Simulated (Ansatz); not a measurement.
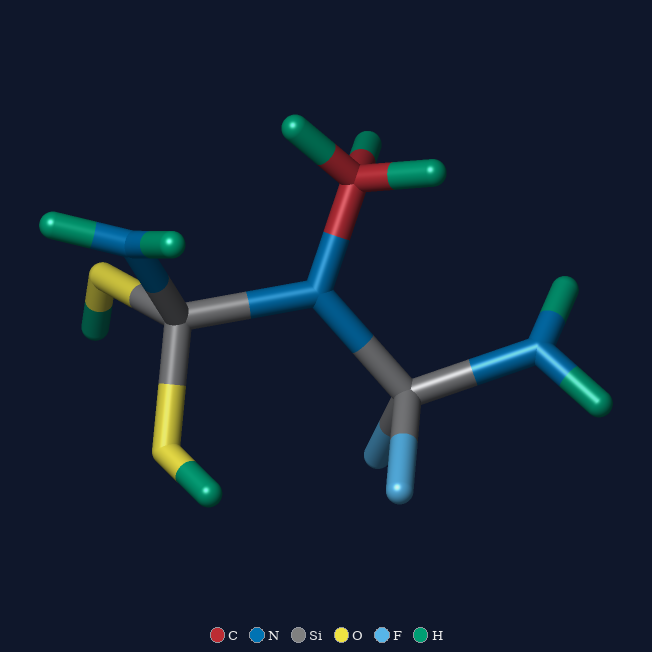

Stick drawing of a structure. Every bond is drawn as one stick, whatever its order.

The geometry was computed by an optimisation with PBE0-D4/def2-TZVP. No frequency run is at hand to confirm it as a minimum.

Identify the structure.

Formula CH₉F₂N₃O₂Si₂. Its SMILES string is `CN([Si](N)(O)O)[Si](N)(F)F`. It has no ring. Among its groups: Si–O bond, Si–N bond. This geometry has C1 symmetry. Coordination, clear cases only: 1 C tetrahedral; 1 N trigonal planar; 2 Si tetrahedral; 2 O bent.

More results for the same structure follow; atom numbers are the same in all pictures, views and colours differ.

## Geometry

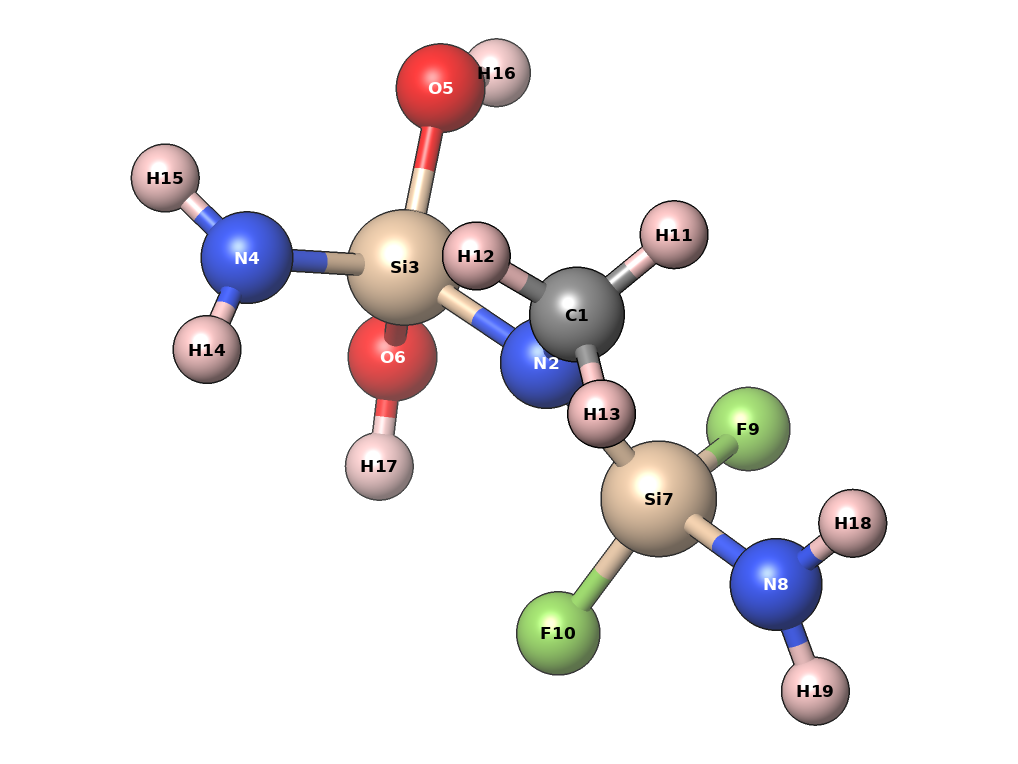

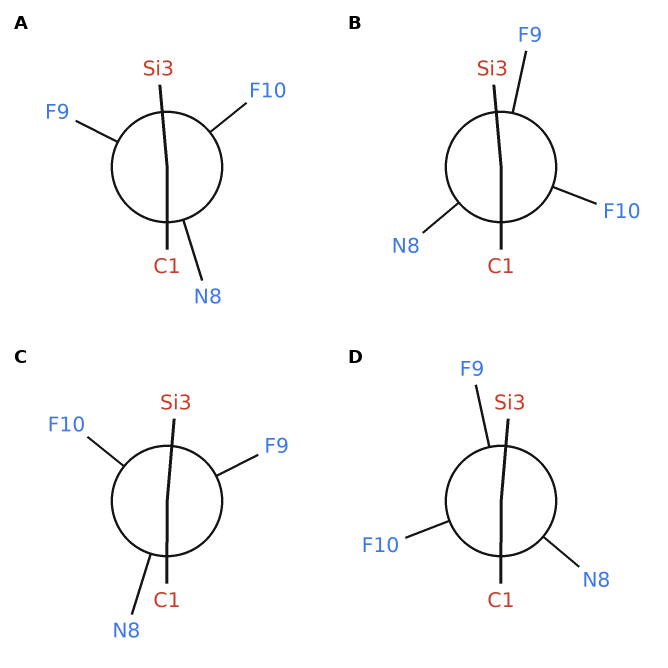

Distant atoms are faded towards the background colour. Bonds that would overlap in a projection are set slightly apart. No frequency run is at hand to confirm it as a minimum.

Which Newman projection shows the view along N2–Si7, with N2 in front?

C. The torsion angle Si3–N2–Si7–F9 is 58°, synclinal (gauche).

## Electronic properties

No frequency run is at hand to confirm it as a minimum. Method: RKS BLYP-D4/def2-TZVPP (Ansatz 0.2.0).

Predict the main results.

- HOMO energy (Kohn–Sham orbital): −5.86 eV
- LUMO energy (Kohn–Sham orbital): −0.33 eV
- HOMO–LUMO gap: 5.53 eV
- dispersion correction: −122.4 kJ/mol

## Dipole moment

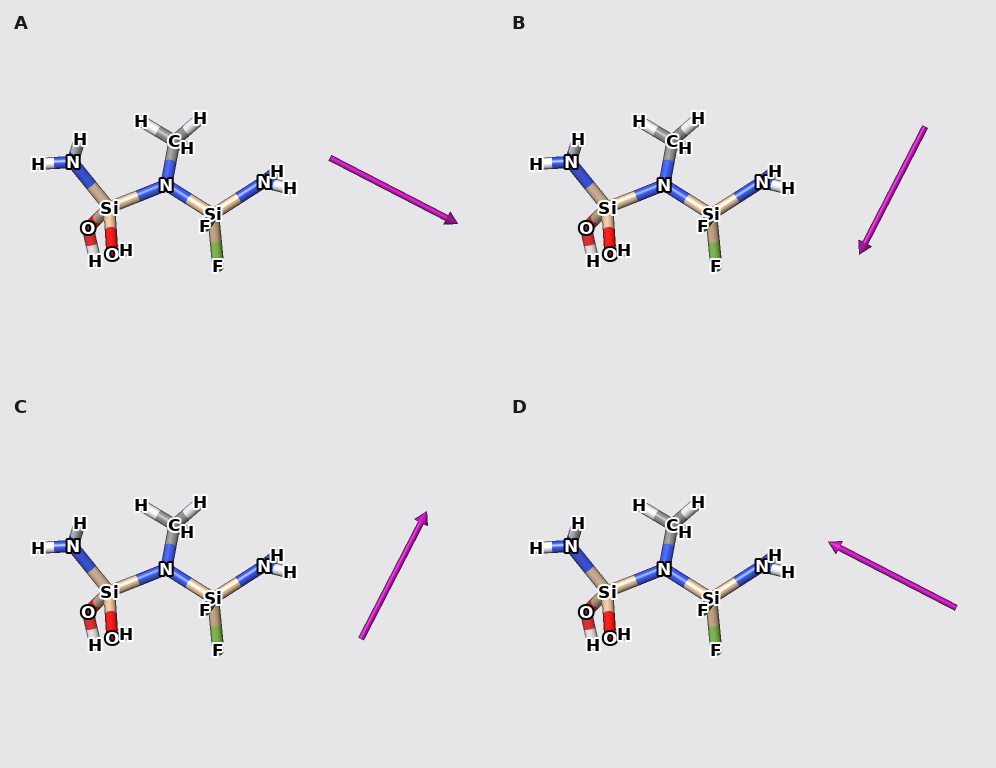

The same molecule four times, each with an arrow. No frequency run is at hand to confirm it as a minimum. Properties computed with RKS r2SCAN-D4/def2-TZVPP (Ansatz 0.2.0).

Which arrow points along the dipole moment, from the negative to the positive end?

C. The dipole moment is 2.55 D.

## Charges

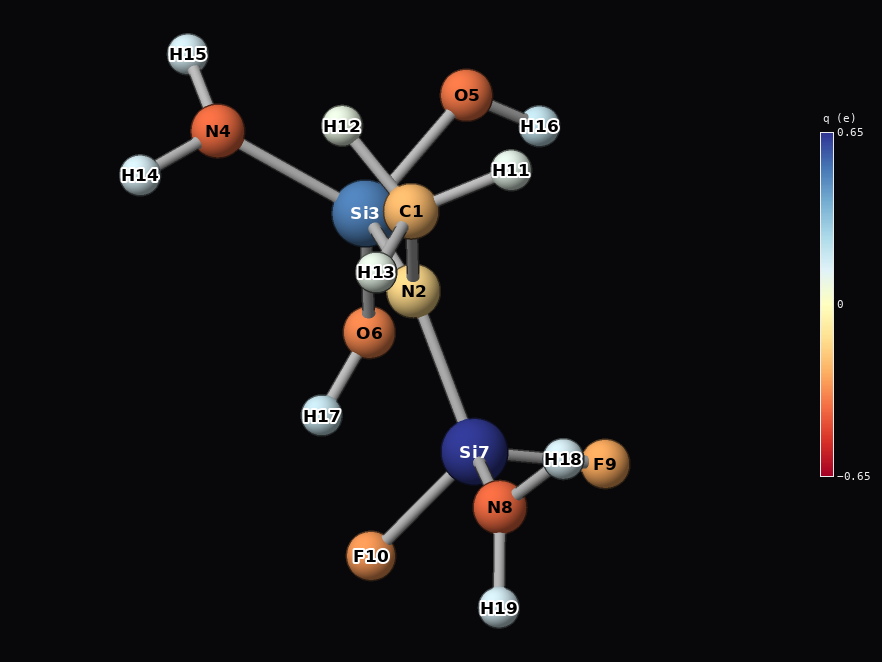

Atoms are coloured by their Mulliken charges. No frequency run is at hand to confirm it as a minimum. Level of theory: RKS PBE-D4/def2-TZVPP (Ansatz 0.2.0).

List the Mulliken charges.

```tsv
atom	value (e)
C1	−0.22
N2	−0.14
Si3	0.48
N4	−0.38
O5	−0.36
O6	−0.33
Si7	0.64
N8	−0.39
F9	−0.26
F10	−0.30
H11	0.10
H12	0.08
H13	0.09
H14	0.15
H15	0.16
H16	0.20
H17	0.19
H18	0.15
H19	0.15
```

Mulliken values depend strongly on the basis set and can even reverse the polarity of a bond.
